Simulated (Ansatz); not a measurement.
# AsH₂+ (triplet): correlated methods under varied settings at distance As1–H2 = 1.860 Å

Aim: run AsH₂+ (triplet) at one geometry under a spread of methods and options, and see what each costs and gives.

The runs use Ansatz 0.2.0, Gaussian basis; the settings change from run to run.

14 further runs of the same task are left out: 12 that didn't finish, 2 set aside as unsound or not needed.

## (1) The system

The geometry derives from a PBE0/def2-TZVP stationary point (not a proven minimum). One bond is set to the value named and the two fragments are kept rigid. No spin-orbit coupling is included. The filled d shell of As may be among the frozen orbitals whatever the setting's name suggests; the logs give the count.

3 atoms, charge 1, spin multiplicity 3.

Atoms are counted from 1 here; the program's logs count them from 0.

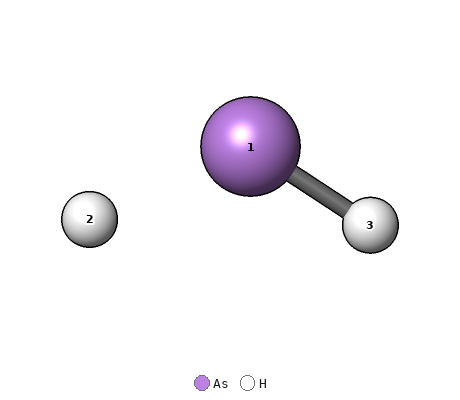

The structure; arsenic purple, hydrogen white; atoms are numbered from 1 in the order of the file.

## (2) MP2 on ROHF/cc-pVDZ

Contents of in.yaml:

```yaml
crystal:
  periodic: [false, false, false]
  atoms:
    - {symbol: As, position_ang: [0.000000, -0.021301, 0.004001]}
    - {symbol: H, position_ang: [0.000000, 0.875719, -1.625403]}
    - {symbol: H, position_ang: [0.000000, 0.707594, 1.328012]}
basis:
  gaussian: {orbitals: cc-pVDZ}
total_charge: 1
magnetization: {spin_polarized: false, initial_magnetization: 2}
correlation: {method: mp2, electrons: all}
accuracy: high
scf: {lower_state_search: off}
```

Launch:

```sh
ansatz run in.yaml --threads 1 --pin off --events-out ev --progress --plain --max-ram 2393MiB
```

Output:

```text
Functional definition: HF
  name "HF"
  cite "Fock, Z. Phys. 61, 126 (1930) doi:10.1007/BF01340294"
  parent pbe
  exchange = exact_x
  correlation = 0
these checks for a lower state are left out or cut short: stability, starts, cluster_reference, orbital_swaps, neighbouring_geometries, increment
707 factors; integrals over basis functions are off by at most 4.5e-9 eV
mean field evaluation 1: about -60815.3226 eV, gradient 6.9e0 eV
mean field evaluation 2: about -60815.3306 eV, gradient 7.0e0 eV
mean field evaluation 4: about -60815.7151 eV, gradient 6.4e-1 eV
mean field evaluation 8: about -60815.7250 eV, gradient 5.0e-3 eV
mean field -60815.72499144 eV, -2234.9366710563 hartree, gradient 7.5e-8 eV, S^2 2.000000; 0 other end points of the search recorded, 0 dependent functions left out
reference -60815.72499144 eV, -2234.9366710563 hartree; 18, 16 occupied and 19, 21 virtual orbitals, 707 factors
second order -2.83679462 eV of doubles, -0.05730895 eV of singles
Total energy: -60818.61909501 eV, -2235.0430274009 hartree
Checks for a lower state left out: stability, starts, cluster_reference, orbital_swaps, neighbouring_geometries, increment
```

It took 1.9 s on 1 thread of Intel Xeon at 2.50GHz, shared host.

## (3) CCSD(T) on ROHF/6-31G*

Edit in.yaml of step 2 so:

```diff
@@ -7,7 +7,5 @@
 basis:
-  gaussian: {orbitals: cc-pVDZ}
+  gaussian: {orbitals: "6-31G*"}
 total_charge: 1
 magnetization: {spin_polarized: false, initial_magnetization: 2}
-correlation: {method: mp2, electrons: all}
-accuracy: high
-scf: {lower_state_search: off}
+correlation: {method: ccsd_t, electrons: outside_noble_gas}
```

Same command.

Output, cut to the lines that bear on the results:

```text
Functional definition: HF
  name "HF"
  cite "Fock, Z. Phys. 61, 126 (1930) doi:10.1007/BF01340294"
  parent pbe
[...]
395 factors; integrals over basis functions are off by at most 6.1e-4 eV
[...]
mean field -60808.44178584 eV, -2234.6690181873 hartree, gradient 2.2e-6 eV, S^2 2.000000; 0 other end points of the search recorded, 0 dependent functions left out
14 core orbitals not correlated: weight in the atoms' cores, before any rotation towards them, 1.000 or more for the frozen orbitals, at most 0.000 for the correlated occupied ones
reference -60808.44178584 eV, -2234.6690181873 hartree; 4, 2 occupied and 21, 23 virtual orbitals, 395 factors
second order -1.87782930 eV of doubles, -0.04813179 eV of singles
cycle   1  -2.34341024 eV  change   -4.2e-1 eV  update   5.9e-2
[...]
cycle  12  -2.56453579 eV  change    6.0e-6 eV  update   3.1e-6
perturbative correction -0.06395399 eV, -0.0023502656 hartree
Total energy: -60811.07027561 eV, -2234.7656134049 hartree
```

It took 2.6 s on 1 thread of Intel Xeon at 2.50GHz, shared host.

From the report: correlation -2.6285 eV; T1 0.021; largest double amplitude 0.08.

## (4) HF/cc-pVDZ

Contents of in.yaml:

```yaml
crystal:
  periodic: [false, false, false]
  atoms:
    - {symbol: As, position_ang: [0.000000, -0.021301, 0.004001]}
    - {symbol: H, position_ang: [0.000000, 0.875719, -1.625403]}
    - {symbol: H, position_ang: [0.000000, 0.707594, 1.328012]}
basis:
  gaussian: {orbitals: cc-pVDZ, point_charges: [{charge: 0.50, position_ang: [4.548, -0.579, 0.169]}]}
total_charge: 1
magnetization: {spin_polarized: true, initial_magnetization: 2}
hamiltonian: {xc: hf}
output: {orbitals: {seedname: orbitals}}
```

The command is unchanged.

Output:

```text
Functional definition: HF
  name "HF"
  cite "Fock, Z. Phys. 61, 126 (1930) doi:10.1007/BF01340294"
  parent pbe
  exchange = exact_x
  correlation = 0
417 factors; integrals over basis functions are off by at most 1.2e-3 eV
mean field evaluation 1: about -60813.8577 eV, gradient 6.3e0 eV
mean field evaluation 2: about -60813.8602 eV, gradient 6.3e0 eV
mean field evaluation 4: about -60814.3122 eV, gradient 8.6e-1 eV
mean field evaluation 8: about -60814.3348 eV, gradient 1.4e-2 eV
mean field -60814.33489678 eV, -2234.8855860201 hartree, gradient 5.4e-5 eV, S^2 2.025929; 0 other end points of the search recorded, 0 dependent functions left out
reference -60814.33489678 eV, -2234.8855860201 hartree; 18, 16 occupied and 19, 21 virtual orbitals, 417 factors
Total energy: -60814.33489678 eV, -2234.8855860201 hartree
```

It took 1.2 s on 1 thread of Intel Xeon at 2.50GHz, shared host.

From the report: ⟨S²⟩ of the determinant 2.026 (pure triplet: 2.00).

## (5) MRCISD+Q(4,5)/cc-pVDZ

Contents of in.yaml:

```yaml
crystal:
  periodic: [false, false, false]
  atoms:
    - {symbol: As, position_ang: [0.000000, -0.021301, 0.004001]}
    - {symbol: H, position_ang: [0.000000, 0.875719, -1.625403]}
    - {symbol: H, position_ang: [0.000000, 0.707594, 1.328012]}
basis:
  gaussian: {orbitals: cc-pVDZ}
total_charge: 1
magnetization: {spin_polarized: false, initial_magnetization: 2}
correlation: {method: fic_mrcisd_q, electrons: outside_noble_gas, active_space: {window: {electrons: 4, orbitals: 5}}}
```

Launched as before.

Output, cut to the lines that bear on the results:

```text
Functional definition: HF
  name "HF"
  cite "Fock, Z. Phys. 61, 126 (1930) doi:10.1007/BF01340294"
  parent pbe
[...]
417 factors; integrals over basis functions are off by at most 1.2e-3 eV
[...]
mean field -60815.72496001 eV, -2234.9366699014 hartree, gradient 2.0e-6 eV, S^2 2.000000; 0 other end points of the search recorded, 0 dependent functions left out
reference -60815.72496001 eV, -2234.9366699014 hartree; 18, 16 occupied and 19, 21 virtual orbitals, 417 factors
state -60816.51988888 eV, -2234.9658829986 hartree
contracted CI cycle   1: correlation 0.00000000 eV, 0.0000000000 hartree, residual 1.01e1 eV
contracted CI cycle   2: correlation -1.93890367 eV, -0.0712533957 hartree, residual 2.01e0 eV
contracted CI cycle   3: correlation -2.03101827 eV, -0.0746385447 hartree, residual 6.23e-1 eV
contracted CI cycle   4: correlation -2.03966889 eV, -0.0749564492 hartree, residual 1.89e-1 eV
contracted CI cycle   5: correlation -2.04041343 eV, -0.0749838107 hartree, residual 5.89e-2 eV
contracted CI cycle   6: correlation -2.04048502 eV, -0.0749864415 hartree, residual 1.96e-2 eV
contracted CI cycle   7: correlation -2.04049396 eV, -0.0749867699 hartree, residual 7.66e-3 eV
contracted CI cycle   8: correlation -2.04049525 eV, -0.0749868174 hartree, residual 2.70e-3 eV
contracted CI cycle   9: correlation -2.04049540 eV, -0.0749868229 hartree, residual 8.23e-4 eV
contracted CI cycle  10: correlation -2.04049542 eV, -0.0749868234 hartree, residual 2.44e-4 eV
state -60816.51988888 eV, -2234.9658829986 hartree; corrected -60818.66008740 eV, -2235.0445338437 hartree
Total energy: -60818.66008740 eV, -2235.0445338437 hartree
```

Run time: 4 s. Hardware: 1 thread of Intel Xeon at 2.50GHz, shared host.

From the report: 48 determinants; active occupations 1.94, 1.00, 1.00, 0.05, 0.01.

## (6) MP2 on UHF/def2-mTZVP

Contents of in.yaml:

```yaml
crystal:
  periodic: [false, false, false]
  atoms:
    - {symbol: As, position_ang: [0.000000, -0.021301, 0.004001]}
    - {symbol: H, position_ang: [0.000000, 0.875719, -1.625403]}
    - {symbol: H, position_ang: [0.000000, 0.707594, 1.328012]}
basis:
  gaussian: {orbitals: def2-mTZVP}
total_charge: 1
magnetization: {spin_polarized: true, initial_magnetization: 2}
correlation: {method: mp2, electrons: all}
```

Launched as before.

Output:

```text
Functional definition: HF
  name "HF"
  cite "Fock, Z. Phys. 61, 126 (1930) doi:10.1007/BF01340294"
  parent pbe
  exchange = exact_x
  correlation = 0
447 factors; integrals over basis functions are off by at most 5.1e-4 eV
mean field evaluation 1: about -60815.9117 eV, gradient 7.3e0 eV
mean field evaluation 2: about -60815.9116 eV, gradient 7.3e0 eV
mean field evaluation 4: about -60816.3853 eV, gradient 1.4e0 eV
mean field evaluation 8: about -60816.4242 eV, gradient 2.7e-2 eV
mean field -60816.42419715 eV, -2234.9623663923 hartree, gradient 2.5e-6 eV, S^2 2.028387; 0 other end points of the search recorded, 0 dependent functions left out
reference -60816.42419715 eV, -2234.9623663923 hartree; 18, 16 occupied and 24, 26 virtual orbitals, 447 factors
second order -7.60218671 eV of doubles, -0.00000000 eV of singles
Total energy: -60824.02638386 eV, -2235.2417416010 hartree
```

It took 1.4 s on 1 thread of Intel Xeon at 2.50GHz, shared host.

From the report: ⟨S²⟩ of the determinant 2.028 (pure triplet: 2.00).

## (7) CCSD(T)/cc-pVDZ

Contents of in.yaml:

```yaml
crystal:
  periodic: [false, false, false]
  atoms:
    - {symbol: As, position_ang: [0.000000, -0.021301, 0.004001]}
    - {symbol: H, position_ang: [0.000000, 0.875719, -1.625403]}
    - {symbol: H, position_ang: [0.000000, 0.707594, 1.328012]}
basis:
  gaussian: {orbitals: cc-pVDZ}
total_charge: 1
magnetization: {spin_polarized: false, initial_magnetization: 2}
hamiltonian: {xc: {name: PBE0}}
correlation: {method: ccsd_t, electrons: outside_noble_gas, diis_vectors: 4}
scf: {omitted_lower_state_checks: [cluster_reference]}
output: {forces: true}
```

Launched as before.

Output, cut to the lines that bear on the results:

```text
Functional definition: PBE0
  name "PBE0"
  cite "Adamo & Barone, J. Chem. Phys. 110, 6158 (1999) doi:10.1063/1.478522"
  cite "Perdew, Burke & Ernzerhof, Phys. Rev. Lett. 77, 3865 (1996) doi:10.1103/PhysRevLett.77.3865"
  parent pbe
[...]
417 factors; integrals over basis functions are off by at most 1.2e-3 eV
[...]
mean field -60853.59064275 eV, -2236.3282080759 hartree, gradient 7.7e-7 eV, S^2 2.000000; 0 other end points of the search recorded, 0 dependent functions left out
14 core orbitals not correlated: weight in the atoms' cores, before any rotation towards them, 1.000 or more for the frozen orbitals, at most 0.000 for the correlated occupied ones
reference -60815.45613665 eV, -2234.9267908253 hartree; 4, 2 occupied and 19, 21 virtual orbitals, 417 factors
second order -2.25970717 eV of doubles, -0.16177895 eV of singles
cycle   1  -2.82032039 eV  change   -4.0e-1 eV  update   5.1e-2
[...]
cycle  13  -2.99304026 eV  change    4.5e-8 eV  update   1.9e-6
perturbative correction -0.07376478 eV, -0.0027108056 hartree
[...]
Total energy: -60818.52294169 eV, -2235.0394938316 hartree
Atom 0 at     0.000000    -0.021301     0.004001 Å, force     0.000000     1.147027    -2.622197 eV/Å
Atom 1 at     0.000000     0.875719    -1.625403 Å, force    -0.000000    -1.302569     2.480564 eV/Å
Atom 2 at     0.000000     0.707594     1.328012 Å, force     0.000000     0.155542     0.141633 eV/Å
Dipole moment:    -0.000000     0.188281    -0.079264 e Å
Checks for a lower state left out: cluster_reference
```

Wall time 6 s (1 thread of Intel Xeon at 2.50GHz, shared host).

From the report: correlation -3.0668 eV; T1 0.021; largest double amplitude 0.07. The orbitals are Kohn-Sham ones, so correlation energy and T1 don't compare with those on Hartree-Fock orbitals.

## (8) CISD/cc-pVTZ-DK

Contents of in.yaml:

```yaml
crystal:
  periodic: [false, false, false]
  atoms:
    - {symbol: As, position_ang: [0.000000, -0.021301, 0.004001]}
    - {symbol: H, position_ang: [0.000000, 0.875719, -1.625403]}
    - {symbol: H, position_ang: [0.000000, 0.707594, 1.328012]}
basis:
  gaussian: {orbitals: cc-pVTZ-DK}
total_charge: 1
magnetization: {spin_polarized: false, initial_magnetization: 2}
correlation: {active_space: {ras: {orbitals: [2, 2, 53], electrons: 6, max_holes: 2, max_particles: 2}, fixed_orbitals: true}}
```

The command is unchanged.

Output:

```text
Functional definition: HF
  name "HF"
  cite "Fock, Z. Phys. 61, 126 (1930) doi:10.1007/BF01340294"
  parent pbe
  exchange = exact_x
  correlation = 0
431 factors; integrals over basis functions are off by at most 1.2e-3 eV
mean field evaluation 1: about -61491.7763 eV, gradient 8.6e0 eV
mean field evaluation 2: about -61491.7761 eV, gradient 8.6e0 eV
mean field evaluation 4: about -61492.2228 eV, gradient 1.1e0 eV
mean field evaluation 8: about -61492.2414 eV, gradient 2.2e-3 eV
mean field -61492.24141615 eV, -2259.7981911051 hartree, gradient 7.6e-6 eV, S^2 2.000000; 0 other end points of the search recorded, 0 dependent functions left out
reference -61492.24141615 eV, -2259.7981911051 hartree; 18, 16 occupied and 53, 55 virtual orbitals, 431 factors
state -61495.54998319 eV, -2259.9197787012 hartree
Total energy: -61495.54998319 eV, -2259.9197787012 hartree
Relativity: scalar
```

It took 6.5 s on 1 thread of Intel Xeon at 2.50GHz, shared host.

From the report: 56,464 determinants.

## (9) NEVPT2(4,8)/cc-pVDZ

Contents of in.yaml:

```yaml
crystal:
  periodic: [false, false, false]
  atoms:
    - {symbol: As, position_ang: [0.000000, -0.021301, 0.004001]}
    - {symbol: H, position_ang: [0.000000, 0.875719, -1.625403]}
    - {symbol: H, position_ang: [0.000000, 0.707594, 1.328012]}
basis:
  gaussian: {orbitals: cc-pVDZ}
total_charge: 1
magnetization: {spin_polarized: false, initial_magnetization: 2}
correlation: {method: sc_nevpt2, electrons: all, active_space: {window: {electrons: 4, orbitals: 8}, states: [{multiplicity: 3, weights: [1, 1, 0.5, 1]}, {multiplicity: 5, weights: [1]}]}}
accuracy: high
scf: {lower_state_search: off}
```

Launched as before.

Output, cut to the lines that bear on the results:

```text
Functional definition: HF
  name "HF"
  cite "Fock, Z. Phys. 61, 126 (1930) doi:10.1007/BF01340294"
  parent pbe
[...]
707 factors; integrals over basis functions are off by at most 4.5e-9 eV
[...]
mean field -60815.72499144 eV, -2234.9366710563 hartree, gradient 7.5e-8 eV, S^2 2.000000; 0 other end points of the search recorded, 0 dependent functions left out
reference -60815.72499144 eV, -2234.9366710563 hartree; 18, 16 occupied and 19, 21 virtual orbitals, 707 factors
state -60816.68388559 eV, -2234.9719097666 hartree
state -60813.31297508 eV, -2234.8480310901 hartree
state -60813.03474153 eV, -2234.8378061959 hartree
state -60810.98192118 eV, -2234.7623664392 hartree
state -60816.68388559 eV, -2234.9719097666 hartree; corrected -60818.94412361 eV, -2235.0549719819 hartree
state -60813.31297508 eV, -2234.8480310901 hartree; corrected -60815.55121947 eV, -2234.9302850542 hartree
state -60813.03474153 eV, -2234.8378061959 hartree; corrected -60815.35809981 eV, -2234.9231880379 hartree
state -60810.98192118 eV, -2234.7623664392 hartree; corrected -60813.31791378 eV, -2234.8482125839 hartree
state -60811.11228197 eV, -2234.7671571100 hartree
state -60811.11228197 eV, -2234.7671571100 hartree; corrected -60813.32463426 eV, -2234.8484595570 hartree
Total energy: -60815.29265356 eV, -2234.9207829324 hartree
Checks for a lower state left out: stability, starts, cluster_reference, orbital_swaps, neighbouring_geometries, increment
```

Run time: 15 s. Hardware: 1 thread of Intel Xeon at 2.50GHz, shared host.

From the report: 390 determinants; active occupations (of the averaged states) 1.34, 1.13, 1.08, 0.41, 0.01, 0.01, 0.01, 0.00.

## (10) CCSD on UHF/cc-pVDZ

Contents of in.yaml:

```yaml
crystal:
  periodic: [false, false, false]
  atoms:
    - {symbol: As, position_ang: [0.000000, -0.021301, 0.004001]}
    - {symbol: H, position_ang: [0.000000, 0.875719, -1.625403]}
    - {symbol: H, position_ang: [0.000000, 0.707594, 1.328012]}
basis:
  gaussian: {orbitals: cc-pVDZ}
total_charge: 1
magnetization: {spin_polarized: true, initial_magnetization: 2}
correlation: {method: ccsd, electrons: all}
scf: {omitted_lower_state_checks: [cluster_reference]}
output: {forces: true}
```

Same command.

Output, cut to the lines that bear on the results:

```text
Functional definition: HF
  name "HF"
  cite "Fock, Z. Phys. 61, 126 (1930) doi:10.1007/BF01340294"
  parent pbe
[...]
417 factors; integrals over basis functions are off by at most 1.2e-3 eV
[...]
mean field -60815.83354209 eV, -2234.9406602193 hartree, gradient 2.4e-6 eV, S^2 2.026435; 0 other end points of the search recorded, 0 dependent functions left out
reference -60815.83354209 eV, -2234.9406602193 hartree; 18, 16 occupied and 19, 21 virtual orbitals, 417 factors
second order -2.75063537 eV of doubles, -0.00000000 eV of singles
cycle   1  -3.13443978 eV  change   -3.8e-1 eV  update   6.1e-2
[...]
cycle  15  -3.39738026 eV  change   -3.7e-7 eV  update   3.9e-7
[...]
Total energy: -60819.23092235 eV, -2235.0655116409 hartree
Atom 0 at     0.000000    -0.021301     0.004001 Å, force    -0.000000     1.276219    -2.613653 eV/Å
Atom 1 at     0.000000     0.875719    -1.625403 Å, force    -0.000000    -1.364658     2.590915 eV/Å
Atom 2 at     0.000000     0.707594     1.328012 Å, force     0.000000     0.088439     0.022738 eV/Å
Dipole moment:    -0.000000     0.191932    -0.083331 e Å
Checks for a lower state left out: cluster_reference
```

Wall time 15 s (1 thread of Intel Xeon at 2.50GHz, shared host).

From the report: ⟨S²⟩ of the determinant 2.026 (pure triplet: 2.00); correlation -3.3974 eV; T1 0.011; largest double amplitude 0.07.

## (11) All runs side by side

Where basis and cores are those of an earlier FCI/cc-pVDZ run (-60818.6598 eV), and the state is the same kind, the miss against it is given.

| level | correlated | functions | energy (eV) | from FCI (meV) | time |
| --- | --- | --- | --- | --- | --- |
| MP2 on ROHF/cc-pVDZ | all | 37 | -60818.6191 |  | 1.9 s |
| CCSD(T) on ROHF/6-31G* | outside noble gas | 39 | -60811.0703 |  | 2.6 s |
| HF/cc-pVDZ (beside a point charge) |  | 37 | -60814.3349 |  | 1.2 s |
| MRCISD+Q(4,5)/cc-pVDZ | outside noble gas | 37 | -60818.6601 | -0.3 | 4 s |
| MP2 on UHF/def2-mTZVP | all | 42 | -60824.0264 |  | 1.4 s |
| CCSD(T)/cc-pVDZ (on PBE0 orbitals) | outside noble gas | 37 | -60818.5229 | 136.8 | 6 s |
| CISD/cc-pVTZ-DK | outside noble gas | 71 | -61495.5500 |  | 6.5 s |
| NEVPT2(4,8)/cc-pVDZ (mean of several states) | all | 37 | -60815.2927 |  | 15 s |
| CCSD on UHF/cc-pVDZ | all | 37 | -60819.2309 |  | 15 s |

## (12) Results

| quantity | value |
| --- | --- |
| runs | 9 |
| quickest | HF/cc-pVDZ (beside a point charge), 1.2 s |
| slowest | CCSD on UHF/cc-pVDZ, 15 s |

What this shows: Total energies in different bases, with other cores or another treatment of relativity can't be set against each other. CCSD on UHF/cc-pVDZ took 12 times as long as HF/cc-pVDZ (beside a point charge); the jobs differ in more than the method. Among the correlated runs with a miss given, it spans -0 to +137 meV. Cores frozen from Kohn-Sham orbitals shift the total energy.
